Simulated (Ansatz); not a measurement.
Os (hcp, Mg type), generalised stacking-fault energy along a line

Os (hcp, Mg type) is sheared across one (0001) plane: the third cell vector gains the shift, so faults repeat every 12.9 Å. The cut lies between planes 2.16 Å apart; the cell height is held.

```
Os
1.0
    2.73835     0.00000     0.00000
    1.36917     2.37148     0.00000
    0.00000     0.00000    12.94780
Os
6
Cartesian
  1.36917   0.79049   1.07898
  1.36917   0.79049   5.39491
  1.36917   0.79049   9.71085
  2.73835   1.58099  11.86881
  2.73835   1.58099   3.23695
  2.73835   1.58099   7.55288
```

In-plane vectors a = (2.738, 0.000) Å, b = (1.369, 2.371) Å, area 6.49 Å². The shift is s times the vector a + b (length 4.743 Å), so s = 1 restores the start. Atoms relax along the normal only. γ = [E(shift) − E(0)] / area.

Level of theory: r2SCAN (plane waves to 500 eV, PAW, scalar-relativistic; Ansatz, an electronic-structure program). k mesh 16×16×3 (Γ-centred), Fermi-Dirac smearing 0.05 eV. E is the zero-smearing estimate. Some relaxations began with atoms very close together and may have settled on another branch. With partly filled bands, the k mesh leaves noise in γ, roughly 0.02 J/m² as judged from a few cases. Faults lie only 12.9 Å apart, and holding the cell height raises γ above its relaxed value. Os is run without spin polarisation. Os was relaxed with its symmetry unable to fall. Spin-orbit coupling is left out, though Os is heavy. The zero of γ is zero shift.

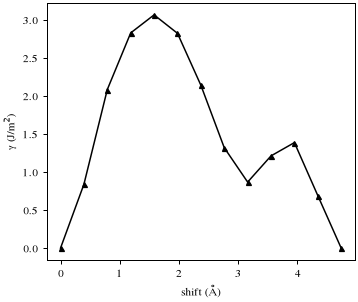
Figure. γ (J/m²) against shift (Å); one marker a computed point (the last repeats the first, one period on).

The steepest slope dγ/d(shift) before the first maximum (spline) comes out as 33 GPa and the highest computed γ on the line is 3.07 J/m². The lower barrier from zero shift into that minimum (unstable fault energy, highest computed point) comes out as 1.39 J/m². Position of the highest point: s = 0.333. Local minima between the ends: s = 0.667.

A slope of 1 mJ/m² per Å is 0.01 GPa.

(The slope of γ gives the shear force per area between the displaced halves; near zero shift its curvature is an elastic stiffness.)
